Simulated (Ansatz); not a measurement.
C2H7NTe: several calculations on one system

### Relaxation

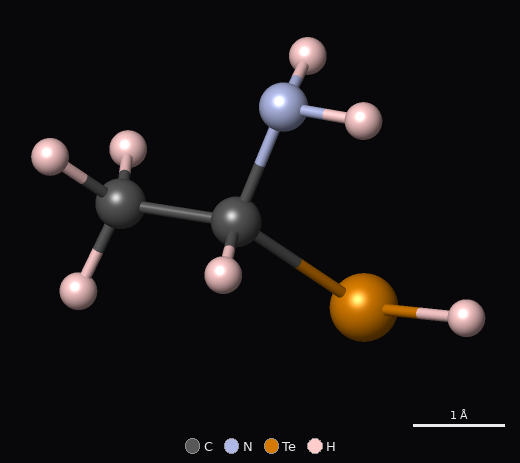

Starting structure of C2H7NTe. The picture is a ball-and-stick view, seen at a tilt.

The run prepares an end point of a later path (torsion) calculation, from a guessed geometry.

These are results of RKS B3LYP-D4/def2-SVP in Ansatz 0.2.0, not measurements.

Input file:
```yaml
crystal:
  periodic: [false, false, false]
  atoms:
    - { symbol: C, position_ang: [-0.9493, 0.978, 0.0427] }
    - { symbol: C, position_ang: [-0.1102, -0.1947, 0.2646] }
    - { symbol: "N", position_ang: [1.2576, 0.2221, 0.3529] }
    - { symbol: Te, position_ang: [-0.2867, -1.602, -1.3391] }
    - { symbol: H, position_ang: [-0.7288, 1.512, -0.9439] }
    - { symbol: H, position_ang: [-0.8755, 1.7653, 0.8608] }
    - { symbol: H, position_ang: [-2.0348, 0.7098, -0.0071] }
    - { symbol: H, position_ang: [-0.3747, -0.6636, 1.2091] }
    - { symbol: H, position_ang: [1.6139, 0.5663, -0.5311] }
    - { symbol: H, position_ang: [1.862, -0.6226, 0.6263] }
    - { symbol: H, position_ang: [0.6919, -2.7275, -0.5146] }
basis:
  gaussian: { orbitals: def2-SVP }
hamiltonian:
  xc: b3lyp
  dispersion: d4
relax:
  f_tol: 0.015
  max_steps: 40
```

Run as
```bash
ansatz run input.yaml --threads 2 --pin off --max-ram 3072MiB --backend cpu --events-out ev --progress --plain --runs-dir out
```

Predict the outcome.

Answer. Te4 moves most after the best rigid fit: 0.21 Å. Largest moves by element: Te 0.21 Å, H 0.18 Å, N 0.08 Å, C 0.08 Å. Among the contacts that change: C2–Te4 2.141 → 2.305 Å, C1–C2 1.459 → 1.519 Å, N3–H10 1.074 → 1.017 Å, C1–H5 1.143 → 1.103 Å. Among the angles between lasting bonds that change: Te4–C2–H8 110.3° → 101.5°, N3–C2–Te4 108.4° → 115.3°, C1–C2–Te4 111.5° → 106.4°. The energy falls by 0.426 eV in 6 geometry steps. Largest force component: 2.6 eV/Å at the start, 0.014 eV/Å at the end. Cost: 18 s on 2 threads of Intel(R) Xeon(R) 6975P-C (Granite Rapids), with other jobs on the host, peak memory 0.26 GiB.

Step by step:

```json
{"step": "0", "E − E(0), eV": "0.0000", "largest force component, eV/Å": "2.5539"}
{"step": "1", "E − E(0), eV": "-0.3722", "largest force component, eV/Å": "1.0484"}
{"step": "2", "E − E(0), eV": "-0.4060", "largest force component, eV/Å": "0.5016"}
{"step": "3", "E − E(0), eV": "-0.4174", "largest force component, eV/Å": "0.3769"}
{"step": "4", "E − E(0), eV": "-0.4228", "largest force component, eV/Å": "0.1619"}
{"step": "5", "E − E(0), eV": "-0.4251", "largest force component, eV/Å": "0.0905"}
{"step": "6", "E − E(0), eV": "-0.4258", "largest force component, eV/Å": "0.0140"}
```

Final geometry:

```xyz
11

C    -0.9741    1.0041    0.0099
C    -0.0455   -0.1640    0.2942
N     1.3065    0.2418    0.4195
Te   -0.4533   -1.7346   -1.3422
H    -0.7300    1.4877   -0.9508
H    -0.8572    1.7601    0.8040
H    -2.0254    0.6832   -0.0244
H    -0.3566   -0.7046    1.1975
H     1.6577    0.7006   -0.4207
H     1.9336   -0.5249    0.6505
H     0.6097   -2.8062   -0.6170
```

After the run, drawn alike:

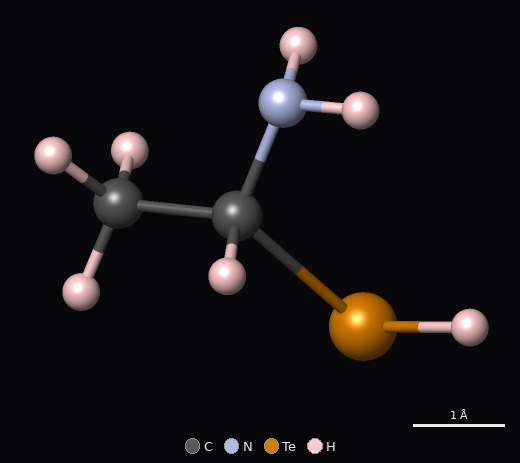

### Relaxation

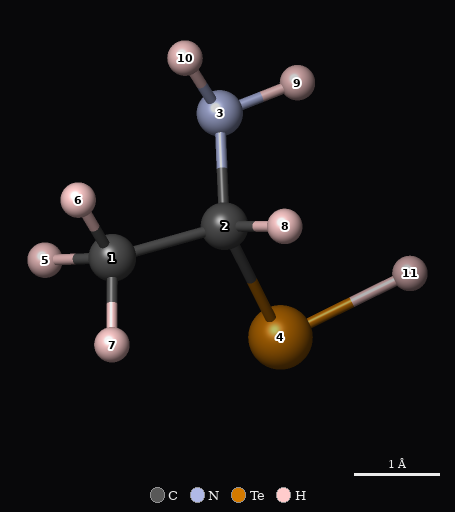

Starting structure of C$_{2}$H$_{7}$NTe. Style: ball-and-stick. Shown at a tilt.

The run prepares an end point of a later path (torsion) calculation, from a guessed geometry.

Theory: Ansatz, RKS B3LYP-D4/def2-SVP.

The input:
```yaml
crystal:
  periodic: [false, false, false]
  atoms:
    - { symbol: C, position_ang: [-0.9493, 0.978, 0.0427] }
    - { symbol: C, position_ang: [-0.1102, -0.1947, 0.2646] }
    - { symbol: "N", position_ang: [1.2576, 0.2221, 0.3529] }
    - { symbol: Te, position_ang: [-0.2867, -1.602, -1.3391] }
    - { symbol: H, position_ang: [-0.7288, 1.512, -0.9439] }
    - { symbol: H, position_ang: [-0.8755, 1.7653, 0.8608] }
    - { symbol: H, position_ang: [-2.0348, 0.7098, -0.0071] }
    - { symbol: H, position_ang: [-0.3747, -0.6636, 1.2091] }
    - { symbol: H, position_ang: [1.87312, -0.53157, 0.63574] }
    - { symbol: H, position_ang: [1.34003, 0.99018, 1.0991] }
    - { symbol: H, position_ang: [0.6919, -2.7275, -0.5146] }
basis:
  gaussian: { orbitals: def2-SVP }
hamiltonian:
  xc: b3lyp
  dispersion: d4
relax:
  f_tol: 0.015
  max_steps: 40
```

Run as
```bash
ansatz run input.yaml --threads 2 --pin off --max-ram 3072MiB --backend cpu --events-out ev --progress --plain --runs-dir out
```

Predict the outcome.

Answer. H11 moves most after the best rigid fit: 1.62 Å. Largest moves by element: H 1.62 Å, Te 0.67 Å, N 0.31 Å, C 0.27 Å. Near-neighbour distances that change, for instance: C2–Te4 2.141 → 2.233 Å, C1–C2 1.459 → 1.518 Å, N3–H10 1.074 → 1.021 Å, C1–H5 1.143 → 1.100 Å. Bond angles that change, for instance: N3–C2–H8 107.7° → 115.1°, Te4–C2–H8 110.3° → 103.7°, C2–C1–H6 114.2° → 109.7°. Groups turn about C2–Te4 by about 90°. The energy falls by 37.0 kJ/mol in 29 accepted moves (32 points after the start). The largest force component goes from 2.5 to 0.0084 eV/Å. The line search rejected the trial steps at points 21, 27, 28 of the run. The forces were under the threshold at step 7, but the run went on from there.

History of the run:

| step | E − E(0), kJ/mol | largest force component, eV/Å | note |
| --- | --- | --- | --- |
| 0 | 0.00 | 2.4665 |  |
| 1 | -27.12 | 1.0154 |  |
| 2 | -30.22 | 0.2704 |  |
| 3 | -30.89 | 0.1684 |  |
| 4 | -31.00 | 0.1181 |  |
| 5 | -31.08 | 0.0629 |  |
| 6 | -31.10 | 0.0591 |  |
| 7 | -31.18 | 0.0121 |  |
| 8 | -31.18 | 0.0084 |  |
| 9 | -31.19 | 0.0225 |  |
| 10 | -31.20 | 0.0216 |  |
| 11 | -31.21 | 0.0218 |  |
| 12 | -31.22 | 0.0440 |  |
| 13 | -31.22 | 0.0438 |  |
| 15 | -31.23 | 0.0455 |  |
| 16 | -31.29 | 0.0750 |  |
| 17 | -31.33 | 0.0808 |  |
| 18 | -31.41 | 0.1606 |  |
| 19 | -31.58 | 0.1570 |  |
| 20 | -31.59 | 0.4111 |  |
| 22 | -32.77 | 0.1829 |  |
| 23 | -33.52 | 0.0818 |  |
| 24 | -34.33 | 0.1894 |  |
| 25 | -34.62 | 0.3673 |  |
| 26 | -36.38 | 0.2207 |  |
| 27 | -35.81 | 0.4192 | rejected |
| 29 | -36.80 | 0.1117 |  |
| 30 | -36.91 | 0.0370 |  |
| 31 | -36.98 | 0.0216 |  |
| 32 | -36.99 | 0.0084 |  |

The structure at the end:

```xyz
11

C    -0.9457    0.8237    0.0297
C     0.1466   -0.1848    0.3369
N     1.4325    0.4629    0.4401
Te    0.3822   -1.6747   -1.3100
H    -0.7071    1.3923   -0.8817
H    -1.0397    1.5400    0.8687
H    -1.9211    0.3362   -0.1061
H    -0.1391   -0.8008    1.2094
H     2.1272   -0.1392    0.8786
H     1.3665    1.3235    0.9854
H    -0.8997   -2.6211   -0.7909
```

After the run, drawn alike:

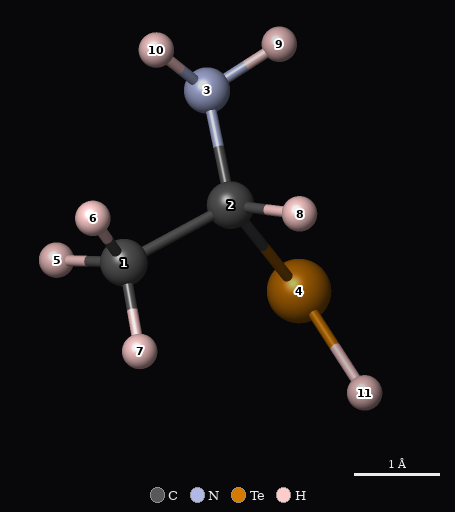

### Path

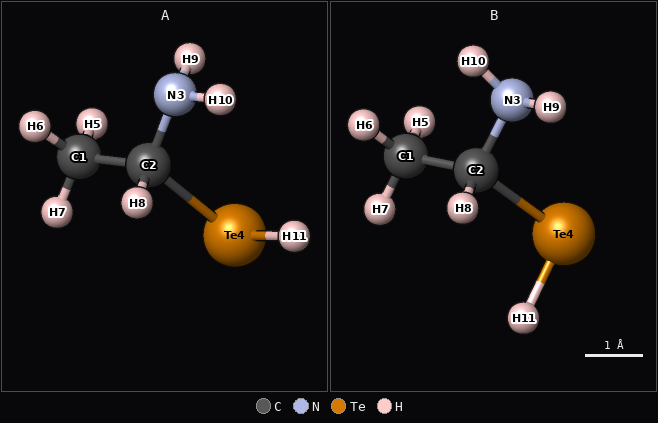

The two relaxed end points of a path for C2H7NTe. The picture is a ball-and-stick view, seen at a tilt.

These are results of RKS B3LYP-D4/def2-SVP in Ansatz 0.2.0, not measurements.

The input:
```yaml
crystal:
  periodic: [false, false, false]
  atoms:
    - { symbol: C, position_ang: [-0.973998, 1.004149, 0.009979] }
    - { symbol: C, position_ang: [-0.045493, -0.164008, 0.294155] }
    - { symbol: "N", position_ang: [1.30649, 0.241582, 0.41955] }
    - { symbol: Te, position_ang: [-0.453457, -1.734455, -1.342354] }
    - { symbol: H, position_ang: [-0.729839, 1.487825, -0.950654] }
    - { symbol: H, position_ang: [-0.85711, 1.760137, 0.804088] }
    - { symbol: H, position_ang: [-2.025285, 0.683453, -0.024405] }
    - { symbol: H, position_ang: [-0.356682, -0.70464, 1.197453] }
    - { symbol: H, position_ang: [1.657796, 0.700431, -0.420512] }
    - { symbol: H, position_ang: [1.933515, -0.525194, 0.650533] }
    - { symbol: H, position_ang: [0.609464, -2.806177, -0.617233] }
basis:
  gaussian: { orbitals: def2-SVP }
hamiltonian:
  xc: b3lyp
  dispersion: d4
neb:
  order_check: false
  images: 7
  f_tol: 0.05
  max_iterations: 60
  initial_path: idpp
  final_atoms:
    - { symbol: C, position_ang: [-0.92940592, 0.77689674, 0.02505185] }
    - { symbol: C, position_ang: [0.1997002, -0.22867947, 0.16144775] }
    - { symbol: "N", position_ang: [1.48417003, 0.41766831, 0.03456697] }
    - { symbol: Te, position_ang: [0.15478348, -1.7480361, -1.47474944] }
    - { symbol: H, position_ang: [-0.84844937, 1.32866531, -0.92359341] }
    - { symbol: H, position_ang: [-0.88090148, 1.5081238, 0.85489603] }
    - { symbol: H, position_ang: [-1.9134741, 0.28938667, 0.06455149] }
    - { symbol: H, position_ang: [0.06570612, -0.8284257, 1.08049154] }
    - { symbol: H, position_ang: [2.24326254, -0.17832026, 0.36021373] }
    - { symbol: H, position_ang: [1.51059246, 1.28786619, 0.56773187] }
    - { symbol: H, position_ang: [-1.02058296, -2.68204249, -0.7300084] }
```

Command:
```bash
ansatz run input.yaml --threads 2 --pin off --max-ram 3072MiB --backend cpu --events-out ev --progress --plain --runs-dir out
```

Predict the minimum-energy path and its barrier.

The energy climbs by 27.5 kJ/mol to image 4 and then falls by 12.2 kJ/mol, so the end point sits at +15.2 kJ/mol. The motion is a rotation about the C2–N3 bond by about 135°, with a turn of about 95° about C2–Te4. No bond forms or breaks between the ends. Among the angles between lasting bonds that change up to the highest image: N3–C2–Te4 115.3° → 111.5°, N3–C2–H8 109.8° → 112.9°. The band converged in 14 iterations, with a climbing image at the top. At the top, the vibrational analysis gives one imaginary mode (305i cm⁻¹), as a transition state must have.

Energies of the converged images:

```json
{"image": "0", "path (Å)": "0.00", "E (kJ/mol)": "0.0"}
{"image": "1", "path (Å)": "0.40", "E (kJ/mol)": "3.7"}
{"image": "2", "path (Å)": "0.80", "E (kJ/mol)": "13.6"}
{"image": "3", "path (Å)": "1.21", "E (kJ/mol)": "23.6"}
{"image": "4", "path (Å)": "1.61", "E (kJ/mol)": "27.5"}
{"image": "5", "path (Å)": "2.24", "E (kJ/mol)": "22.7"}
{"image": "6", "path (Å)": "2.88", "E (kJ/mol)": "20.4"}
{"image": "7", "path (Å)": "3.52", "E (kJ/mol)": "17.4"}
{"image": "8", "path (Å)": "4.16", "E (kJ/mol)": "15.2"}
```

The geometry at the top of the path:

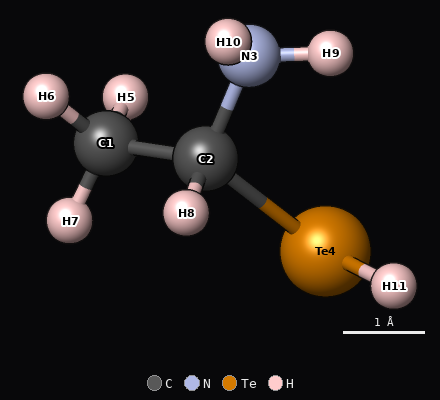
